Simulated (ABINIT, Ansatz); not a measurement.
**A GW chain in ABINIT: NbInO4 (P2/c)**

Aim: the G0W0 gap of NbInO4 (P2/c) on LDA, step by step.

Calculated with ABINIT 10.8.3; LDA and many-body steps on it, plane waves.

**Experimental background.**

- Gap 4.7 eV: direct gap from Elliott-Toyozawa fit; diffuse reflectance; 300 K; powder (“Accurate Determination of the Band-Gap Energy of the Rare-Earth Niobate Series”, 2024, arxiv:2401.13477).

## Step 1: The starting structure

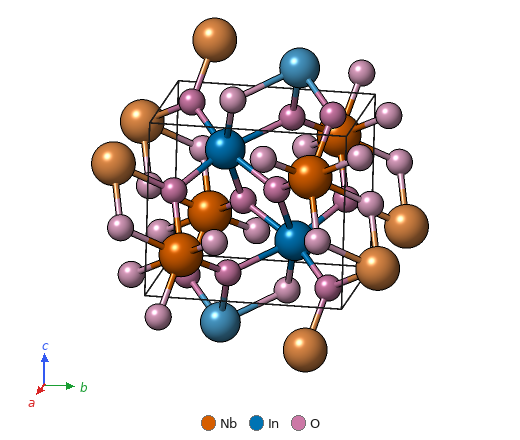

The starting structure, seen slightly off an axis (niobium orange, indium blue, oxygen pink). Some periodic images of atoms are drawn too.

The cell and positions come from the Crystallography Open Database and are kept as given unless a step says otherwise.

## Step 2: Ground state

This step: ABINIT 10.8.3; DFT, LDA, plane waves, norm-conserving pseudopotentials.

The ground-state density comes first.

Input file run.abi:

```
acell 3*1.0 Angstrom
rprim 
  4.835500000000 0.000000000000 -0.000000000000
  0.000000000000 5.770900000000 0.000000000000
  -0.101444525800 0.000000000000 5.142999611900
ntypat 3
znucl 41 49 8
natom 12
typat 1 1 2 2 3 3 3 3 3 3 3 3
xred 
  0.000000000000 0.177900000000 0.250000000000
  0.000000000000 0.822100000000 0.750000000000
  0.500000000000 0.682500000000 0.250000000000
  0.500000000000 0.317500000000 0.750000000000
  0.260000000000 0.618000000000 0.901000000000
  0.740000000000 0.618000000000 0.599000000000
  0.740000000000 0.382000000000 0.099000000000
  0.260000000000 0.382000000000 0.401000000000
  0.217000000000 0.898000000000 0.438000000000
  0.783000000000 0.898000000000 0.062000000000
  0.783000000000 0.102000000000 0.562000000000
  0.217000000000 0.102000000000 0.938000000000
pp_dirpath "pseudos"
pseudos "Nb.upf, In.upf, O.upf"
ecut 42
ngkpt 4 4 4
nshiftk 1
shiftk 0 0 0
kptopt 1
chksymbreak 0
nband 68
occopt 1
tolvrs 1e-08
nstep 60
prtwf 0
optforces 0
optstress 0
indata_prefix "in"
outdata_prefix "out"
tmpdata_prefix "tmp"
```

On the command line:

```console
OMP_NUM_THREADS=1 mpirun -n 16 abinit run.abi > log
```

Numbers of over 12 decimals in the logs are rounded to 6 here.

Log:

```text
.Version 10.8.3 of ABINIT. v10.8.2 released Aug 2026.

 Symmetries : space group P2/c (# 13); Bravais mP (primitive monocl.)
================================================================================
 Values of the parameters that define the memory need of the present run
     intxc =       0    ionmov =       0      iscf =       7    lmnmax =       6
     lnmax =       6     mgfft =      64  mpssoang =       3    mqgrid =    3182
     natom =      12  nloc_mem =       1    nspden =       1   nspinor =       1
    nsppol =       1      nsym =       4    n1xccc =    2501    ntypat =       3
    occopt =       1   xclevel =       1
-    mband =          68        mffmem =           1         mkmem =           2
       mpw =       12612          nfft =      207360          nkpt =          30
================================================================================
  Rough estimation (10% accuracy) of disk space for files :
================================================================================

--------------------------------------------------------------------------------
------------- Echo of variables that govern the present computation ------------
--------------------------------------------------------------------------------
 -outvars: echo values of preprocessed input variables --------
            acell      1.8897261259E+00  1.8897261259E+00  1.8897261259E+00 Bohr

      chksymbreak           0
             ecut      4.20000000E+01 Hartree
-          fftalg         312

              ixc       -1012
              kpt      0.00000000E+00  0.00000000E+00  0.00000000E+00
                       2.50000000E-01  0.00000000E+00  0.00000000E+00
                       5.00000000E-01  0.00000000E+00  0.00000000E+00
                       0.00000000E+00  2.50000000E-01  0.00000000E+00
                       2.50000000E-01  2.50000000E-01  0.00000000E+00
                       5.00000000E-01  2.50000000E-01  0.00000000E+00
                       0.00000000E+00  5.00000000E-01  0.00000000E+00
                       2.50000000E-01  5.00000000E-01  0.00000000E+00
                       5.00000000E-01  5.00000000E-01  0.00000000E+00
   [... 19 further rows ...]
                       2.50000000E-01  5.00000000E-01  5.00000000E-01
                       5.00000000E-01  5.00000000E-01  5.00000000E-01
         kptrlatt        4    0    0      0    4    0      0    0    4
          kptrlen      3.65510827E+01
P           mkmem           2
            natom          12
            nband          68
            ngfft          54      64      60
             nkpt          30
            nstep          60
             nsym           4
           ntypat           3
              occ      2.000000  2.000000  2.000000  2.000000  2.000000  2.000000
                       2.000000  2.000000  2.000000  2.000000  2.000000  2.000000
                       2.000000  2.000000  2.000000  2.000000  2.000000  2.000000
                       2.000000  2.000000  2.000000  2.000000  2.000000  2.000000
                       2.000000  2.000000  2.000000  2.000000  2.000000  2.000000
                       2.000000  2.000000  2.000000  2.000000  2.000000  2.000000
                       2.000000  2.000000  2.000000  2.000000  2.000000  2.000000
                       2.000000  2.000000  2.000000  2.000000  2.000000  2.000000
                       2.000000  2.000000  2.000000  2.000000  2.000000  2.000000
                       2.000000  2.000000  2.000000  2.000000  0.000000  0.000000
                       0.000000  0.000000  0.000000  0.000000  0.000000  0.000000
                       0.000000  0.000000
        optforces           0
        optstress           0
            prtwf           0
            rprim      4.8355000000E+00  0.0000000000E+00 -0.0000000000E+00
[...]
spgroup          13

           tolvrs      1.00000000E-08

             xred      3.8397221678E-19  1.7790000000E-01  2.5000000000E-01
[...]
znucl       41.00000   49.00000    8.00000

================================================================================

 chkinp: Checking input parameters for consistency.

================================================================================
== DATASET  1 ==================================================================
-   mpi_nproc: 16, omp_nthreads: 1 (-1 if OMP is not activated)

--- !DatasetInfo
iteration_state: {dtset: 1, }
dimensions: {natom: 12, nkpt: 30, mband: 68, nsppol: 1, nspinor: 1, nspden: 1, mpw: 12612, }
cutoff_energies: {ecut:  42.0, pawecutdg:  -1.0, }
electrons: {nelect:   1.16000000E+02, charge:   0.00000000E+00, occopt:   1.00000000E+00, tsmear:   1.00000000E-02, }

 Real(R)+Recip(G) space primitive vectors, cartesian coordinates (Bohr,Bohr^-1):
 R(1)=  9.1377707  0.0000000  0.0000000  G(1)=  0.1094359  0.0000000  0.0021586
 R(2)=  0.0000000 10.9054205  0.0000000  G(2)=  0.0000000  0.0916975  0.0000000
 R(3)= -0.1917024  0.0000000  9.7188607  G(3)=  0.0000000  0.0000000  0.1028927
 Unit cell volume ucvol=  9.6849644E+02 bohr^3
 Angles (23,13,12)=  9.00000000E+01  9.11300000E+01  9.00000000E+01 degrees

 getcut: wavevector=  0.0000  0.0000  0.0000  ngfft=  54  64  60
         ecut(hartree)=     42.000   => boxcut(ratio)=   2.01163

[...]
--------------------------------------------------------------------------------

_setup2: Arith. and geom. avg. npw (full set) are   12591.141   12591.134

================================================================================

--- !BeginCycle
iteration_state: {dtset: 1, }
solver: {iscf: 7, nstep: 60, nline: 4, wfoptalg: 0, }
tolerances: {tolvrs: 1.00E-08, }

     iter   Etot(hartree)      deltaE(h)  residm     vres2
 ETOT  1  -653.76037305950    -6.538E+02 2.315E-01 5.318E+03
 ETOT  2  -649.53830825478     4.222E+00 4.609E-02 2.810E+04
 ETOT  3  -655.85297791772    -6.315E+00 2.932E-02 1.084E+03
 ETOT  4  -655.90902974337    -5.605E-02 1.580E-02 4.812E+02
 ETOT  5  -655.93720485556    -2.818E-02 4.225E-03 2.900E+02
 ETOT  6  -655.97719294274    -3.999E-02 6.293E-03 1.520E+00
 ETOT  7  -655.97747985881    -2.869E-04 1.804E-03 6.463E-02
 ETOT  8  -655.97748441459    -4.556E-06 1.377E-03 6.265E-02
 ETOT  9  -655.97749136342    -6.949E-06 9.878E-04 4.321E-03
 ETOT 10  -655.97749220831    -8.449E-07 1.701E-03 4.376E-04
 ETOT 11  -655.97749226993    -6.162E-08 2.895E-03 1.383E-05
 ETOT 12  -655.97749227155    -1.627E-09 5.667E-03 1.306E-07
 ETOT 13  -655.97749227158    -2.058E-11 4.230E-03 7.965E-09

 At SCF step   13       vres2   =  7.97E-09 < tolvrs=  1.00E-08 =>converged.

--- !ResultsGS
iteration_state: {dtset: 1, }
comment   : Summary of ground state results
lattice_vectors:
- [  9.1377707,   0.0000000,  -0.0000000, ]
- [  0.0000000,  10.9054205,   0.0000000, ]
- [ -0.1917024,   0.0000000,   9.7188607, ]
lattice_lengths: [   9.13777,   10.90542,    9.72075, ]
lattice_angles: [ 90.000,  91.130,  90.000, ] # degrees, (23, 13, 12)
lattice_volume:   9.6849644E+02
convergence: {deltae: -2.058E-11, res2:  7.965E-09, residm:  4.230E-03, diffor:  0.000E+00, }
etotal    :  -6.55977492E+02
entropy   :   0.00000000E+00
fermie    :   1.98689826E-01
cartesian_stress_tensor: null
pressure_GPa: null
xred      :
- [  3.8397E-19,   1.7790E-01,   2.5000E-01, Nb]
- [  2.0193E-18,   8.2210E-01,   7.5000E-01, Nb]
- [  5.0000E-01,   6.8250E-01,   2.5000E-01, In]
- [  5.0000E-01,   3.1750E-01,   7.5000E-01, In]
- [  2.6000E-01,   6.1800E-01,   9.0100E-01,  O]
- [  7.4000E-01,   6.1800E-01,   5.9900E-01,  O]
- [  7.4000E-01,   3.8200E-01,   9.9000E-02,  O]
- [  2.6000E-01,   3.8200E-01,   4.0100E-01,  O]
- [  2.1700E-01,   8.9800E-01,   4.3800E-01,  O]
- [  7.8300E-01,   8.9800E-01,   6.2000E-02,  O]
- [  7.8300E-01,   1.0200E-01,   5.6200E-01,  O]
- [  2.1700E-01,   1.0200E-01,   9.3800E-01,  O]
cartesian_forces: null
force_length_stats: {min: null, max: null, mean: null, }

 Integrated electronic density in atomic spheres:
 ------------------------------------------------
 Atom  Sphere_radius  Integrated_density
[...]
================================================================================

 ----iterations are completed or convergence reached----

 Mean square residual over all n,k,spin=   32.245E-07; max=  42.302E-04
 reduced coordinates (array xred) for   12 atoms
[...]
0.260000000000      0.382000000000      0.401000000000
       0.217000000000      0.898000000000      0.438000000000
       0.783000000000      0.898000000000      0.062000000000
       0.783000000000      0.102000000000      0.562000000000
       0.217000000000      0.102000000000      0.938000000000
 rms dE/dt=  0.0000E+00; max dE/dt=  0.0000E+00; dE/dt below (all hartree)
    1       0.000000000000      0.000000000000      0.000000000000
    2       0.000000000000      0.000000000000      0.000000000000
    3       0.000000000000      0.000000000000      0.000000000000
    4       0.000000000000      0.000000000000      0.000000000000
    5       0.000000000000      0.000000000000      0.000000000000
    6       0.000000000000      0.000000000000      0.000000000000
    7       0.000000000000      0.000000000000      0.000000000000
    8       0.000000000000      0.000000000000      0.000000000000
    9       0.000000000000      0.000000000000      0.000000000000
   10       0.000000000000      0.000000000000      0.000000000000
[...]
cartesian coordinates (angstrom) at end:
[...]
9      1.004871     5.182268     2.252634
   10      3.779907     5.182268     0.318866
   11      3.729185     0.588632     2.890366
   12      0.954149     0.588632     4.824134
 length scales=  1.889726125908  1.889726125908  1.889726125908 bohr
              =  1.000000000000  1.000000000000  1.000000000000 angstroms
 prteigrs : about to open file out_EIG
 Fermi (or HOMO) energy (hartree) =   0.19869   Average Vxc (hartree)=  -0.44310
 Eigenvalues (hartree) for nkpt=  30  k points:
 kpt#   1, nband= 68, wtk=  0.01563, kpt=  0.0000  0.0000  0.0000 (reduced coord)
  -3.93768   -3.93768   -2.41719   -2.41713   -2.41685   -2.41680   -2.41599   -2.41596
  -1.79188   -1.79093   -0.92572   -0.92257   -0.92112   -0.91745   -0.91710   -0.91536
  -0.43803   -0.40847   -0.39568   -0.39562   -0.39477   -0.38483   -0.37516   -0.37150
  -0.24626   -0.24569   -0.24402   -0.24302   -0.23915   -0.23883   -0.23813   -0.23604
  -0.23045   -0.22311   -0.00878   -0.00250    0.02508    0.04714    0.05319    0.06674
   0.06822    0.08427    0.09746    0.10117    0.10736    0.11620    0.12307    0.13350
   0.13508    0.13721    0.14092    0.16820    0.17057    0.17512    0.17871    0.17942
   0.19249    0.19395    0.32713    0.34320    0.34967    0.35080    0.35795    0.38434
   0.38569    0.44181    0.48963    0.49623
 prteigrs : prtvol=0 or 1, do not print more k-points.

--- !EnergyTerms
iteration_state     : {dtset: 1, }
comment             : Components of total free energy in Hartree
kinetic             :  2.61316053332207E+02
hartree             :  1.78538259833821E+02
xc                  : -1.14871142172019E+02
Ewald energy        : -4.15323760404883E+02
psp_core            :  1.78537119915176E+01
local_psp           : -5.42229378785246E+02
non_local_psp       : -4.12612360669731E+01
total_energy        : -6.55977492271575E+02
total_energy_eV     : -1.78500569108718E+04
band_energy         : -6.86985416353427E+01

== END DATASET(S) ==============================================================
================================================================================

 -outvars: echo values of variables after computation  --------
           etotal     -6.5597749227E+02
            nband          68
             nkpt          30
          spgroup          13
 [... the other variables as echoed above ...]

 Calculation completed.
```

Elapsed: 1.9 min, on 16 MPI ranks of Arm Neoverse V2, shared host; peak memory 2.2 GiB; 31 min of CPU time.

This step gave:

| Item | Value |
| --- | --- |
| total energy | -17850.0569 eV |
| gap | 3.247 eV |
| k of the valence top | -0.25, 0, 0.25 |
| k of the conduction bottom | 0.25, 0, 0.5 |
| least direct gap | 3.370 eV |

The gap is indirect, with the least direct gap 0.12 eV higher.

[end of part 1 of 3]

[Paths, hosts, dates, memory and timing lines, banners, echoed tables and standing remarks are left out of the program output.]

[Logs are printed without paths, hosts, clocks, repeated set-up lines and the standing remarks that a program may print on its own settings, such as how far it seeks lower states.]

[Runs of the session that timed out or met a known fault of the program may be left out.]

[Hosts, paths, dates, database ids (printed as entryN), source tags and the programs' standing remarks are cut or masked in the printed files.]

[G0W0 gaps are taken among the corrected bands and points alone; a level outside them can change the order at an edge.]

[Where Ansatz stands beside ABINIT at settings called matched, ABINIT's density can come from a denser mesh and the files from another edition; pairs whose starting gaps differed by over 0.03 eV were left out, so agreement reads better than it is.]
